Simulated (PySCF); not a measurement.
# C₈H₄O₂: magnetic properties

What do calculations give for the magnetic properties of C₈H₄O₂ (`CC#CC#CC#CC(=O)O`)?

Computed with PySCF 2.14.0 and routines of our own; the level stands in each step. Atoms count from 0.

## 1. The system as given

14 atoms, charge 0, multiplicity 1; geometry from: GFN2-xTB.

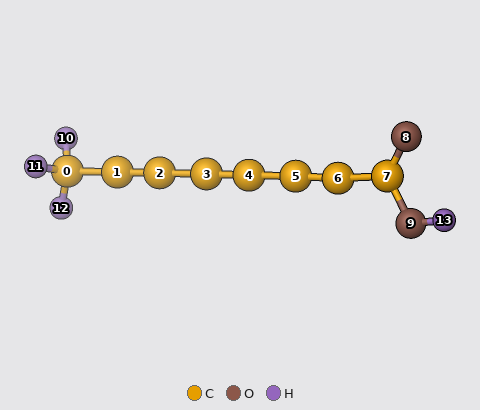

The starting geometry (carbon amber, oxygen brown, hydrogen purple).

## 2. Magnetic properties: GIAO HF/pcSseg-1

What the job is given:

```
{"job": {"kind": "mag", "xc": "HF", "basis": "pcSseg-1", "isotopologues": 0}, "charge": 0, "multiplicity": 1}
C     -4.679725     0.429781     0.264441
C     -3.250690     0.307102     0.166025
C     -2.047163     0.204485     0.084164
C     -0.709578     0.087606    -0.012620
C      0.501180    -0.021240    -0.107979
C      1.835234    -0.136939    -0.202415
C      3.039770    -0.250090    -0.315501
C      4.463421    -0.351799    -0.336331
O      5.179126    -0.120837     0.605968
O      4.927255    -0.738310    -1.536935
H     -4.941509     1.370257     0.750366
H     -5.084668    -0.394785     0.852041
H     -5.128027     0.408239    -0.729476
H      5.894694    -0.793941    -1.508893
```

Level: GIAO HF/pcSseg-1 magnetisability, rotational g tensor and spin-rotation constants, non-relativistic, gas phase.

Run with:

```sh
$ OMP_NUM_THREADS=1 python excited_run.py task.json out
```

One launch serves the whole session: the jobs run in the order shown.

Output:

```text
final grid: 133568 points
cycle   1  E = -454.5325206279  dE =  2.973e+00  |g| = 9.249e-01  |ddm| = 4.494e+00
cycle   2  E = -454.6854934909  dE = -1.530e-01  |g| = 6.140e-01  |ddm| = 1.543e+00
cycle   3  E = -454.7514746305  dE = -6.598e-02  |g| = 1.245e-01  |ddm| = 6.231e-01
cycle   4  E = -454.7560413541  dE = -4.567e-03  |g| = 5.137e-02  |ddm| = 2.298e-01
cycle   5  E = -454.7568389553  dE = -7.976e-04  |g| = 1.395e-02  |ddm| = 6.953e-02
cycle   6  E = -454.7569359005  dE = -9.695e-05  |g| = 6.345e-03  |ddm| = 2.557e-02
cycle   7  E = -454.7569613498  dE = -2.545e-05  |g| = 3.366e-03  |ddm| = 1.416e-02
cycle   8  E = -454.7569668535  dE = -5.504e-06  |g| = 1.095e-03  |ddm| = 6.779e-03
cycle   9  E = -454.7569677691  dE = -9.157e-07  |g| = 3.791e-04  |ddm| = 2.886e-03
cycle  10  E = -454.7569679063  dE = -1.371e-07  |g| = 1.717e-04  |ddm| = 1.109e-03
cycle  11  E = -454.7569679434  dE = -3.713e-08  |g| = 1.102e-04  |ddm| = 4.715e-04
cycle  12  E = -454.7569679585  dE = -1.511e-08  |g| = 7.538e-05  |ddm| = 2.074e-04
cycle  13  E = -454.7569679735  dE = -1.502e-08  |g| = 4.646e-05  |ddm| = 2.885e-04
cycle  14  E = -454.7569679805  dE = -6.960e-09  |g| = 1.798e-05  |ddm| = 2.739e-04
cycle  15  E = -454.7569679813  dE = -8.274e-10  |g| = 9.082e-06  |ddm| = 9.780e-05
converged SCF energy = -454.7569679813

Magnetisability tensor (1e-30 J/T^2)
    -1550.49       19.97       23.07
       19.97    -1347.62       25.22
       23.07       25.22    -1263.28
isotropic -1387.13   principal values   -1553.90  -1353.75  -1253.74
isotropic susceptibility -83.535 1e-6 cm^3/mol

Inertial axes            a          b          c
rot. const./GHz     11.3343     0.3083     0.3007
chi total           -93.578    -75.503    -81.525
chi diamagnetic    -209.705  -3846.272  -3941.001
chi paramagnetic    116.127   3770.769   3859.476
quadrupole/D A       34.163    -21.033    -13.130
g nuclear            0.5507     0.5464     0.5457
g electronic        -0.6183    -0.5462    -0.5453
g total             -0.0677     0.0003     0.0004

Spin-rotation constants (kHz, H = +C I.J)
atom  isotope        aa         bb         cc
 10     1H       -1.094     -0.017     -0.014
 11     1H       -1.099     -0.030     -0.001
 12     1H       -1.106     -0.000     -0.030
 13     1H        0.721     -0.031     -0.039
  0    13C*       1.183      0.034      0.033
  1    13C*      -0.013      0.113      0.106
  2    13C*       0.271      0.093      0.092
  3    13C*       0.549      0.103      0.094
  4    13C*      -0.162      0.090      0.091
  5    13C*       1.120      0.101      0.089
  6    13C*      -0.568      0.093      0.102
  7    13C*       5.367      0.107      0.067
  8    17O*      -6.033     -0.203     -0.023
  9    17O*      -2.875     -0.052     -0.051
* in the singly substituted isotopologue
```

Wall time 13 s (1 thread of Intel Xeon 6975P-C, shared host); peak memory 0.84 GiB.

Key values:

```
              quantity                    value
       magnetisability         -1387·10⁻³⁰ J/T²
  molar susceptibility       -83.5·10⁻⁶ cm³/mol
rotational g (a, b, c)  -0.0677, 0.0003, 0.0004
```

## 3. Magnetic properties: GIAO LDA/cc-pVDZ, grid 1

Settings changed since step 2:

```diff
@@ -1,2 +1,2 @@
-{"job": {"kind": "mag", "xc": "HF", "basis": "pcSseg-1", "isotopologues": 0}, "charge": 0, "multiplicity": 1}
+{"job": {"kind": "mag", "xc": "LDA", "basis": "cc-pVDZ", "grid": 1}, "charge": 0, "multiplicity": 1}
 C     -4.679725     0.429781     0.264441
```

Level: GIAO LDA/cc-pVDZ magnetisability, rotational g tensor and spin-rotation constants, non-relativistic, gas phase.

Output:

```text
final grid: 61688 points
cycle   1  E = -453.4563066996  dE =  1.829e+00  |g| = 1.062e+00  |ddm| = 1.381e+01
cycle   2  E = -451.9063137287  dE =  1.550e+00  |g| = 2.704e+00  |ddm| = 1.263e+01
cycle   3  E = -453.4603894697  dE = -1.554e+00  |g| = 9.447e-01  |ddm| = 1.238e+01
cycle   4  E = -453.6673040121  dE = -2.069e-01  |g| = 2.837e-01  |ddm| = 2.382e+00
cycle   5  E = -453.6480373213  dE =  1.927e-02  |g| = 3.606e-01  |ddm| = 1.815e+00
cycle   6  E = -453.6831543841  dE = -3.512e-02  |g| = 1.286e-01  |ddm| = 8.821e-01
cycle   7  E = -453.6880706415  dE = -4.916e-03  |g| = 3.847e-02  |ddm| = 3.445e-01
cycle   8  E = -453.6883355450  dE = -2.649e-04  |g| = 2.304e-02  |ddm| = 1.050e-01
cycle   9  E = -453.6884829605  dE = -1.474e-04  |g| = 6.453e-03  |ddm| = 5.066e-02
cycle  10  E = -453.6884907641  dE = -7.804e-06  |g| = 3.480e-03  |ddm| = 1.837e-02
cycle  11  E = -453.6884913802  dE = -6.161e-07  |g| = 3.156e-03  |ddm| = 1.314e-02
cycle  12  E = -453.6884934971  dE = -2.117e-06  |g| = 1.094e-03  |ddm| = 7.016e-03
cycle  13  E = -453.6884938600  dE = -3.629e-07  |g| = 9.296e-05  |ddm| = 2.999e-03
cycle  14  E = -453.6884938616  dE = -1.630e-09  |g| = 7.554e-05  |ddm| = 3.074e-04
cycle  15  E = -453.6884938623  dE = -6.748e-10  |g| = 4.667e-05  |ddm| = 4.415e-04
cycle  16  E = -453.6884938627  dE = -4.177e-10  |g| = 2.719e-05  |ddm| = 1.833e-04
converged SCF energy = -453.6884938627

Magnetisability tensor (1e-30 J/T^2)
    -1458.13       19.62       22.92
       19.62    -1260.25       27.51
       22.92       27.51    -1168.86
isotropic -1295.75   principal values   -1461.47  -1267.07  -1158.71
isotropic susceptibility -78.032 1e-6 cm^3/mol

Inertial axes            a          b          c
rot. const./GHz     11.3343     0.3083     0.3007
chi total           -88.011    -69.780    -76.305
chi diamagnetic    -204.068  -3839.814  -3933.115
chi paramagnetic    116.058   3770.034   3856.811
quadrupole/D A       35.902    -20.690    -15.212
g nuclear            0.5507     0.5464     0.5457
g electronic        -0.6180    -0.5461    -0.5449
g total             -0.0673     0.0004     0.0008

Spin-rotation constants (kHz, H = +C I.J)
atom  isotope        aa         bb         cc
 10     1H       -1.116     -0.017     -0.014
 11     1H       -1.121     -0.030     -0.000
 12     1H       -1.128      0.001     -0.030
 13     1H        0.885     -0.030     -0.044
  0    13C*       0.991      0.034      0.033
  1    13C*       0.119      0.103      0.098
  2    13C*       0.325      0.089      0.087
  3    13C*       0.450      0.093      0.087
  4    13C*       0.151      0.087      0.086
  5    13C*       0.780      0.091      0.084
  6    13C*      -0.029      0.089      0.093
  7    13C*       4.667      0.098      0.068
  8    17O*      -5.287     -0.185     -0.033
  9    17O*      -3.163     -0.056     -0.055
* in the singly substituted isotopologue
```

Run time: 16 s. Hardware: 1 thread of Intel Xeon 6975P-C, shared host; peak memory 0.59 GiB.

Key values:

```
              quantity                    value
       magnetisability         -1296·10⁻³⁰ J/T²
  molar susceptibility       -78.0·10⁻⁶ cm³/mol
rotational g (a, b, c)  -0.0673, 0.0004, 0.0008
```

## 4. The levels compared

```
                   level  ξ (10⁻³⁰ J/T²)     g(a)    g(b)  gap (eV)  functions  time
        GIAO HF/pcSseg-1           -1387  -0.0677  0.0003     10.42        190  13 s
GIAO LDA/cc-pVDZ, grid 1           -1296  -0.0673  0.0004      2.86        160  16 s
```

## 5. Outcome

| quantity | value |
| --- | --- |
| magnetisability (step 2, GIAO HF/pcSseg-1) | -1387·10⁻³⁰ J/T² |
| molar susceptibility (step 2, GIAO HF/pcSseg-1) | -83.5·10⁻⁶ cm³/mol |
| rotational g (a, b, c) (step 2, GIAO HF/pcSseg-1) | -0.0677, 0.0003, 0.0004 |
| magnetisability over the levels | -1387 to -1296·10⁻³⁰ J/T² |

**Reading.** The magnetisability spreads by 6.8 % over 2 levels of like cost. Two levels can agree by chance, so this spread shows no convergence. Vibrational averaging and real surroundings are missing from these values.
